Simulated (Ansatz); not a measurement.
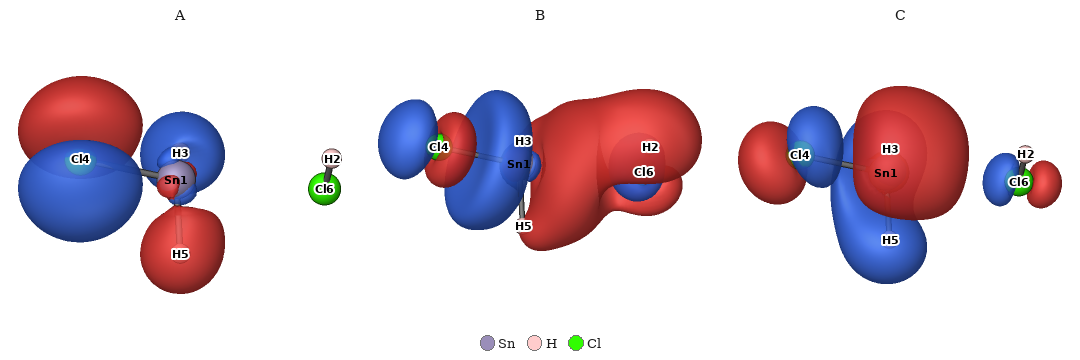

Figure. ClH2Sn···HCl (doublet). Three frontier orbitals at ±0.06 Å⁻³ᐟ² (blue and red are the two phases), in no order.

Core potentials replace the inner electrons of Sn.

Method: Ansatz 0.2.0, UKS B3LYP-D4/def2-SVP.

The calculation's input:

```
crystal:
  periodic: [false, false, false]
  atoms:
    - { symbol: Sn, position_ang: [-0.120305, 0.208706, -0.05294] }
    - { symbol: H, position_ang: [-0.235418, 0.409364, 2.876775] }
    - { symbol: H, position_ang: [1.57494, 0.123192, -0.42801] }
    - { symbol: Cl, position_ang: [-1.03082, 1.786738, -1.611999] }
    - { symbol: H, position_ang: [-0.89324, -1.302595, -0.427489] }
    - { symbol: Cl, position_ang: [0.391043, -0.678605, 3.332363] }
magnetization:
  spin_polarized: true
  initial_magnetization: 1
basis:
  gaussian: { orbitals: def2-SVP }
hamiltonian:
  xc: b3lyp
  dispersion: d4
relax:
  f_tol: 0.03
  max_steps: 50
output:
  orbitals: {}
```

Command:

```sh
ansatz run input.yaml --threads 2 --pin off --max-ram 3072MiB --backend cpu --events-out ev --progress --plain --runs-dir out
```

The fields are those of the run's last geometry, not of the input's.

Order the three orbitals by energy and name them. All are α orbitals.

A is the HOMO−1 (α) (−7.88 eV). By Hirshfeld shares it lies mainly on Cl4 (about 80 %) and Sn1 (about 10 %); largely a lone pair of Cl4. C is the HOMO (α) (−6.11 eV). Its weight (Hirshfeld) is mainly on Sn1 (about 65 %), Cl4 (about 15 %), H3 (about 10 %) and H5 (about 10 %). B is the LUMO (α) (−0.62 eV). By Hirshfeld shares it lies mainly on Sn1 (about 50 %), Cl4 (about 20 %), Cl6 (about 15 %) and H2 (about 10 %).

What is the gap between the highest occupied and lowest empty α orbitals?

5.49 eV between the orbital energies.
